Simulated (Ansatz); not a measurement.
**Run report: BHBr$_{2}$, molecular dynamics**

System: BHBr$_{2}$, SMILES BrBBr.
Method: RKS PBE/6-31G* (Ansatz 0.2.0).

The geometry comes from this level: PBE0-D4/def2-TZVP. Figures and captions count atoms from 1; the log counts them from 0 in places.

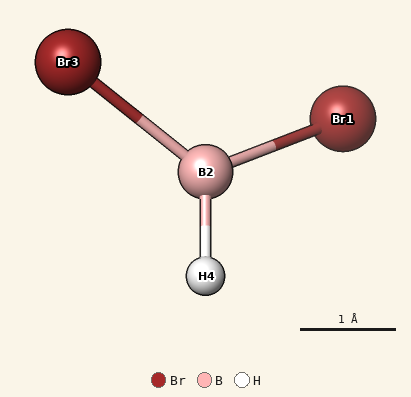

*The starting structure (ball-and-stick view, seen at a tilt; atoms are numbered from 1 in the order of the input).*

Bond lengths as drawn: B–Br 1.89 Å and B–H 1.19 Å.

**Input file**
```yaml
crystal:
  periodic: [false, false, false]
  atoms:
    - {symbol: Br, position_ang: [0.741772, 0.216791, 1.641631]}
    - {symbol: B, position_ang: [-0.143576, 0.036576, -0.019427]}
    - {symbol: Br, position_ang: [0.723164, -0.718355, -1.520836]}
    - {symbol: H, position_ang: [-1.265860, 0.404688, -0.121668]}
basis:
  gaussian: {orbitals: "6-31G*"}
hamiltonian: {xc: {name: PBE}}
md: {timestep: 0.5 fs, n_steps: 20, ensemble: nvt_nose_hoover, temperature: 700, initial_velocities: maxwell_boltzmann, seed: 874}
```

Run on 4 threads of Arm Neoverse V1, 23 GiB of memory available, shared host.

Launched with:
```bash
ansatz run in.yaml --threads 4 --pin off --events-out ev --progress --plain --max-ram 10444MiB
```

**The program's output**
```
Functional definition: PBE
  name "PBE"
  cite "Perdew, Burke & Ernzerhof, Phys. Rev. Lett. 77, 3865 (1996) doi:10.1103/PhysRevLett.77.3865"
  parent pbe
  parameter kappa = 0.804
  parameter beta = 0.06672455060314922
  exchange = pbe_x(kappa = kappa, mu = beta*pi^2/3)
  correlation = pbe_c(beta = beta)
893 factors; their error is unknown
mean field evaluation 1: about -140747.7606 eV, gradient 1.6e1 eV
mean field evaluation 2: about -140746.8978 eV, gradient 2.3e1 eV
mean field evaluation 4: about -140748.4331 eV, gradient 6.3e-1 eV
mean field evaluation 8: about -140748.4027 eV, gradient 1.6e-2 eV
mean field -140748.40270852 eV, -5172.4083968442 hartree, gradient 2.0e-5 eV, S^2 0.000000; 0 other end points of the search recorded, 0 dependent functions left out
the calculation of the forces begins
reference -140748.40273445 eV, -5172.4083977970 hartree; 38, 38 occupied and 49, 49 virtual orbitals, 893 factors
md step     0: t =     0.00 fs  T =   700.0 K  F+E_penalty+E_count = -140748.40270852 eV  E_kin = 0.180964 eV  conserved = -140748.22174452 eV  (23 SCF iters)
these checks for a lower state are left out or cut short: starts, cluster_reference, orbital_swaps, neighbouring_geometries, increment
893 factors; their error is unknown
mean field evaluation 16: about -140748.4311 eV, gradient 1.6e-3 eV
mean field -140748.40092669 eV, -5172.4083313632 hartree, gradient 2.1e-5 eV, S^2 0.000000; 0 other end points of the search recorded, 0 dependent functions left out
[... from here on the field's lines of each further geometry are left out, up to the last ...]
md step     1: t =     0.50 fs  T =   693.9 K  F+E_penalty+E_count = -140748.40092669 eV  E_kin = 0.179396 eV  conserved = -140748.22153046 eV  (26 SCF iters)
md step     2: t =     1.00 fs  T =   629.1 K  F+E_penalty+E_count = -140748.38377855 eV  E_kin = 0.162627 eV  conserved = -140748.22115194 eV  (27 SCF iters)
md step     3: t =     1.50 fs  T =   525.7 K  F+E_penalty+E_count = -140748.35662914 eV  E_kin = 0.135897 eV  conserved = -140748.22073369 eV  (27 SCF iters)
md step     4: t =     2.00 fs  T =   407.6 K  F+E_penalty+E_count = -140748.32571863 eV  E_kin = 0.105366 eV  conserved = -140748.22035592 eV  (28 SCF iters)
md step     5: t =     2.50 fs  T =   297.0 K  F+E_penalty+E_count = -140748.29684405 eV  E_kin = 0.076790 eV  conserved = -140748.22006089 eV  (28 SCF iters)
md step     6: t =     3.00 fs  T =   211.9 K  F+E_penalty+E_count = -140748.27463008 eV  E_kin = 0.054778 eV  conserved = -140748.21986303 eV  (28 SCF iters)
md step     7: t =     3.50 fs  T =   164.3 K  F+E_penalty+E_count = -140748.26221976 eV  E_kin = 0.042471 eV  conserved = -140748.21976536 eV  (28 SCF iters)
md step     8: t =     4.00 fs  T =   160.3 K  F+E_penalty+E_count = -140748.26117871 eV  E_kin = 0.041433 eV  conserved = -140748.21976744 eV  (28 SCF iters)
md step     9: t =     4.50 fs  T =   199.8 K  F+E_penalty+E_count = -140748.27147880 eV  E_kin = 0.051641 eV  conserved = -140748.21986875 eV  (28 SCF iters)
md step    10: t =     5.00 fs  T =   276.5 K  F+E_penalty+E_count = -140748.29149714 eV  E_kin = 0.071470 eV  conserved = -140748.22007083 eV  (28 SCF iters)
md step    11: t =     5.50 fs  T =   378.0 K  F+E_penalty+E_count = -140748.31802552 eV  E_kin = 0.097719 eV  conserved = -140748.22037130 eV  (28 SCF iters)
md step    12: t =     6.00 fs  T =   486.3 K  F+E_penalty+E_count = -140748.34636764 eV  E_kin = 0.125708 eV  conserved = -140748.22075420 eV  (27 SCF iters)
md step    13: t =     6.50 fs  T =   578.8 K  F+E_penalty+E_count = -140748.37066873 eV  E_kin = 0.149626 eV  conserved = -140748.22117602 eV  (27 SCF iters)
md step    14: t =     7.00 fs  T =   631.7 K  F+E_penalty+E_count = -140748.38468254 eV  E_kin = 0.163310 eV  conserved = -140748.22155140 eV  (27 SCF iters)
md step    15: t =     7.50 fs  T =   625.2 K  F+E_penalty+E_count = -140748.38316227 eV  E_kin = 0.161639 eV  conserved = -140748.22175044 eV  (27 SCF iters)
md step    16: t =     8.00 fs  T =   551.2 K  F+E_penalty+E_count = -140748.36385566 eV  E_kin = 0.142499 eV  conserved = -140748.22163042 eV  (25 SCF iters)
md step    17: t =     8.50 fs  T =   420.7 K  F+E_penalty+E_count = -140748.32956683 eV  E_kin = 0.108762 eV  conserved = -140748.22111765 eV  (27 SCF iters)
md step    18: t =     9.00 fs  T =   267.2 K  F+E_penalty+E_count = -140748.28903774 eV  E_kin = 0.069066 eV  conserved = -140748.22031430 eV  (27 SCF iters)
md step    19: t =     9.50 fs  T =   139.1 K  F+E_penalty+E_count = -140748.25514517 eV  E_kin = 0.035973 eV  conserved = -140748.21953445 eV  (27 SCF iters)
the calculation of the forces begins
reference -140748.24007196 eV, -5172.4024200609 hartree; 38, 38 occupied and 49, 49 virtual orbitals, 893 factors
893 factors; their error is unknown
mean field -140748.24004606 eV, -5172.4024191091 hartree, gradient 1.5e-5 eV, S^2 0.000000; 1 other end points of the search recorded, 0 dependent functions left out
the calculation of the forces begins
reference -140748.24007196 eV, -5172.4024200609 hartree; 38, 38 occupied and 49, 49 virtual orbitals, 893 factors
md step    20: t =    10.00 fs  T =    82.2 K  F+E_penalty+E_count = -140748.24004606 eV  E_kin = 0.021251 eV  conserved = -140748.21916904 eV  (25 SCF iters)
```

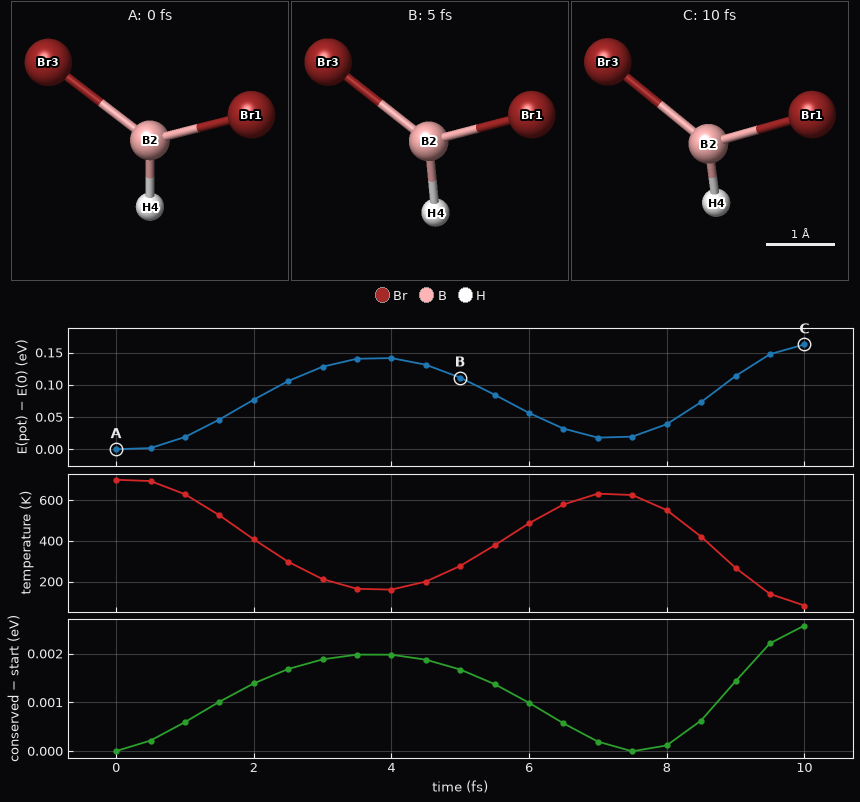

*Frames of the molecular dynamics (ball-and-stick, seen at a tilt) above the curves, on which the letters mark them.*

The trajectory kept here has 21 frames over 10 fs. The temperature starts at 700 K, ranges from 82 to 700 K and averages 403 K over the second half. The potential energy ends 0.163 eV above its first value. The conserved quantity stays within 0.0026 eV. After an unweighted best fit of the last frame on the first, the root-mean-square displacement is 0.05 Å.

```
Total energy: -140748.24007196 eV, -5172.4024200609 hartree
Atom 0 at     0.744451     0.218117     1.652304 Å, force    -0.130464     0.087389    -0.292131 eV/Å
Atom 1 at    -0.185723     0.066901    -0.042124 Å, force     3.278415    -1.115314     0.609974 eV/Å
Atom 2 at     0.725994    -0.722900    -1.529614 Å, force    -0.220252     0.194070    -0.000051 eV/Å
Atom 3 at    -1.250605     0.334674    -0.028486 Å, force    -2.927700     0.833855    -0.317793 eV/Å
Dipole moment:    -0.097895     0.026384    -0.050666 e Å
```

**Trajectory as extended XYZ (Å, eV, eV/Å), 21 frames, from step=0 to step=20**
```
4
Properties=species:S:1:pos:R:3:forces:R:3 step=0 time_fs=0.0 energy=-140748.40271 temperature=700.0
Br    0.7418    0.2168    1.6416    0.1715   0.0544   0.3871
B    -0.1436    0.0366   -0.0194   -0.0943   0.0309  -0.0084
Br    0.7232   -0.7184   -1.5208    0.1672  -0.1655  -0.3564
H    -1.2659    0.4047   -0.1217   -0.2444   0.0802  -0.0223
4
Properties=species:S:1:pos:R:3:forces:R:3 step=1 time_fs=0.5 energy=-140748.40093 temperature=693.9
Br    0.7419    0.2168    1.6421    0.1674   0.0558   0.3580
B    -0.1428    0.0373   -0.0212   -0.6862   0.2128   0.0090
Br    0.7233   -0.7186   -1.5212    0.1567  -0.1548  -0.3616
H    -1.2928    0.4091   -0.1141    0.3621  -0.1138  -0.0054
4
Properties=species:S:1:pos:R:3:forces:R:3 step=2 time_fs=1.0 energy=-140748.38378 temperature=629.1
Br    0.7420    0.2169    1.6426    0.1611   0.0571   0.3272
B    -0.1421    0.0382   -0.0229   -1.1818   0.3596   0.0421
Br    0.7234   -0.7188   -1.5215    0.1456  -0.1440  -0.3656
H    -1.3189    0.4132   -0.1066    0.8751  -0.2727  -0.0036
4
Properties=species:S:1:pos:R:3:forces:R:3 step=3 time_fs=1.5 energy=-140748.35663 temperature=525.7
Br    0.7421    0.2169    1.6431    0.1529   0.0584   0.2945
B    -0.1417    0.0391   -0.0247   -1.5731   0.4700   0.0874
Br    0.7235   -0.7190   -1.5219    0.1337  -0.1329  -0.3677
H    -1.3429    0.4166   -0.0990    1.2866  -0.3955  -0.0142
4
Properties=species:S:1:pos:R:3:forces:R:3 step=4 time_fs=2.0 energy=-140748.32572 temperature=407.6
Br    0.7422    0.2170    1.6437    0.1427   0.0595   0.2601
B    -0.1417    0.0401   -0.0264   -1.8638   0.5465   0.1413
Br    0.7237   -0.7192   -1.5223    0.1209  -0.1212  -0.3674
H    -1.3637    0.4191   -0.0915    1.6002  -0.4847  -0.0339
4
Properties=species:S:1:pos:R:3:forces:R:3 step=5 time_fs=2.5 energy=-140748.29684 temperature=297.0
Br    0.7424    0.2170    1.6442    0.1311   0.0604   0.2243
B    -0.1420    0.0412   -0.0281   -2.0626   0.5926   0.2000
Br    0.7238   -0.7194   -1.5227    0.1070  -0.1087  -0.3644
H    -1.3808    0.4205   -0.0841    1.8246  -0.5443  -0.0599
4
Properties=species:S:1:pos:R:3:forces:R:3 step=6 time_fs=3.0 energy=-140748.27463 temperature=211.9
Br    0.7425    0.2171    1.6447    0.1181   0.0613   0.1874
B    -0.1429    0.0425   -0.0298   -2.1791   0.6120   0.2606
Br    0.7240   -0.7197   -1.5231    0.0920  -0.0951  -0.3582
H    -1.3935    0.4205   -0.0769    1.9690  -0.5781  -0.0898
4
Properties=species:S:1:pos:R:3:forces:R:3 step=7 time_fs=3.5 energy=-140748.26222 temperature=164.3
Br    0.7426    0.2172    1.6453    0.1042   0.0621   0.1498
B    -0.1442    0.0438   -0.0314   -2.2203   0.6074   0.3208
Br    0.7241   -0.7199   -1.5235    0.0757  -0.0803  -0.3487
H    -1.4015    0.4192   -0.0698    2.0404  -0.5891  -0.1219
4
Properties=species:S:1:pos:R:3:forces:R:3 step=8 time_fs=4.0 energy=-140748.26118 temperature=160.3
Br    0.7428    0.2172    1.6458    0.0896   0.0629   0.1118
B    -0.1460    0.0454   -0.0329   -2.1901   0.5804   0.3788
Br    0.7243   -0.7201   -1.5239    0.0581  -0.0642  -0.3357
H    -1.4046    0.4164   -0.0630    2.0424  -0.5790  -0.1549
4
Properties=species:S:1:pos:R:3:forces:R:3 step=9 time_fs=4.5 energy=-140748.27148 temperature=199.8
Br    0.7429    0.2173    1.6464    0.0743   0.0637   0.0737
B    -0.1483    0.0470   -0.0343   -2.0880   0.5314   0.4332
Br    0.7244   -0.7204   -1.5244    0.0390  -0.0467  -0.3191
H    -1.4029    0.4123   -0.0566    1.9747  -0.5484  -0.1878
4
Properties=species:S:1:pos:R:3:forces:R:3 step=10 time_fs=5.0 energy=-140748.29150 temperature=276.5
Br    0.7430    0.2174    1.6469    0.0586   0.0646   0.0357
B    -0.1511    0.0488   -0.0357   -1.9095   0.4595   0.4829
Br    0.7246   -0.7206   -1.5248    0.0183  -0.0276  -0.2989
H    -1.3964    0.4068   -0.0507    1.8327  -0.4965  -0.2197
4
Properties=species:S:1:pos:R:3:forces:R:3 step=11 time_fs=5.5 energy=-140748.31803 temperature=378.0
Br    0.7432    0.2174    1.6475    0.0422   0.0657  -0.0020
B    -0.1543    0.0507   -0.0369   -1.6467   0.3633   0.5268
Br    0.7247   -0.7208   -1.5253   -0.0040  -0.0071  -0.2752
H    -1.3855    0.4002   -0.0453    1.6085  -0.4219  -0.2496
4
Properties=species:S:1:pos:R:3:forces:R:3 step=12 time_fs=6.0 energy=-140748.34637 temperature=486.3
Br    0.7433    0.2175    1.6480    0.0252   0.0671  -0.0392
B    -0.1579    0.0527   -0.0380   -1.2891   0.2404   0.5640
Br    0.7249   -0.7211   -1.5257   -0.0278   0.0149  -0.2483
H    -1.3707    0.3925   -0.0404    1.2918  -0.3224  -0.2764
4
Properties=species:S:1:pos:R:3:forces:R:3 step=13 time_fs=6.5 energy=-140748.37067 temperature=578.8
Br    0.7435    0.2176    1.6486    0.0074   0.0687  -0.0759
B    -0.1617    0.0547   -0.0390   -0.8271   0.0894   0.5936
Br    0.7250   -0.7213   -1.5262   -0.0531   0.0382  -0.2186
H    -1.3529    0.3841   -0.0363    0.8728  -0.1963  -0.2992
4
Properties=species:S:1:pos:R:3:forces:R:3 step=14 time_fs=7.0 energy=-140748.38468 temperature=631.7
Br    0.7436    0.2176    1.6491   -0.0113   0.0707  -0.1118
B    -0.1657    0.0567   -0.0399   -0.2564  -0.0896   0.6151
Br    0.7252   -0.7215   -1.5267   -0.0795   0.0624  -0.1866
H    -1.3330    0.3752   -0.0328    0.3472  -0.0435  -0.3166
4
Properties=species:S:1:pos:R:3:forces:R:3 step=15 time_fs=7.5 energy=-140748.38316 temperature=625.2
Br    0.7438    0.2177    1.6497   -0.0310   0.0730  -0.1470
B    -0.1698    0.0587   -0.0406    0.4148  -0.2928   0.6279
Br    0.7253   -0.7218   -1.5272   -0.1067   0.0871  -0.1531
H    -1.3122    0.3662   -0.0301   -0.2771   0.1327  -0.3279
4
Properties=species:S:1:pos:R:3:forces:R:3 step=16 time_fs=8.0 energy=-140748.36386 temperature=551.2
Br    0.7439    0.2178    1.6502   -0.0515   0.0756  -0.1809
B    -0.1738    0.0607   -0.0412    1.1560  -0.5107   0.6326
Br    0.7255   -0.7220   -1.5276   -0.1337   0.1118  -0.1190
H    -1.2921    0.3575   -0.0282   -0.9708   0.3233  -0.3328
4
Properties=species:S:1:pos:R:3:forces:R:3 step=17 time_fs=8.5 energy=-140748.32957 temperature=420.7
Br    0.7440    0.2179    1.6507   -0.0723   0.0785  -0.2131
B    -0.1776    0.0625   -0.0416    1.9069  -0.7262   0.6307
Br    0.7256   -0.7222   -1.5281   -0.1597   0.1357  -0.0855
H    -1.2743    0.3496   -0.0271   -1.6749   0.5121  -0.3321
4
Properties=species:S:1:pos:R:3:forces:R:3 step=18 time_fs=9.0 energy=-140748.28904 temperature=267.2
Br    0.7442    0.2179    1.6513   -0.0929   0.0815  -0.2429
B    -0.1809    0.0642   -0.0419    2.5780  -0.9154   0.6245
Br    0.7257   -0.7225   -1.5286   -0.1835   0.1578  -0.0537
H    -1.2606    0.3429   -0.0268   -2.3015   0.6760  -0.3279
4
Properties=species:S:1:pos:R:3:forces:R:3 step=19 time_fs=9.5 energy=-140748.25515 temperature=139.1
Br    0.7443    0.2180    1.6518   -0.1125   0.0845  -0.2694
B    -0.1837    0.0657   -0.0421    3.0648  -1.0520   0.6169
Br    0.7259   -0.7227   -1.5291   -0.2040   0.1775  -0.0250
H    -1.2523    0.3379   -0.0272   -2.7482   0.7900  -0.3225
4
Properties=species:S:1:pos:R:3:forces:R:3 step=20 time_fs=10.0 energy=-140748.24005 temperature=82.2
Br    0.7445    0.2181    1.6523   -0.1305   0.0874  -0.2921
B    -0.1857    0.0669   -0.0421    3.2784  -1.1153   0.6100
Br    0.7260   -0.7229   -1.5296   -0.2203   0.1941  -0.0001
H    -1.2506    0.3347   -0.0285   -2.9277   0.8339  -0.3178
```

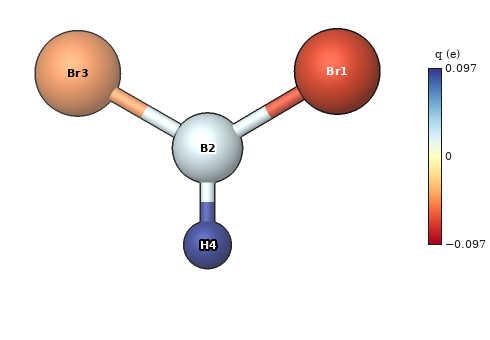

*Mulliken charges, as the colour of each atom (ball-and-stick view, seen at a tilt; atoms are numbered from 1 in the order of the input).*

By element: Br −0.07 to −0.05, B +0.02 and H +0.09 e.

**Summary**

| quantity | value |
| --- | --- |
| outcome | finished |
| mean temperature over the second half | 403 K |
| trajectory | 20 steps, 10 fs |
| ensemble | nvt_nose_hoover |
| temperature in the input | 700 K |
| time step | 0.5 fs |
| potential energy (last step) | −140748.2401 eV |
| SCF solution under orbital rotations (last step) | stable |
| largest force (length of the vector) (last step) | 3.516 eV/Å |
| dipole moment (last step) | 0.54 D |
| wall time | 13 s (CPU time 45 s) |
| peak memory | 0.15 GiB |

So short a trajectory is not equilibrated. The temperature stays far from the 700 K of the thermostat over the second half: the run isn't equilibrated.
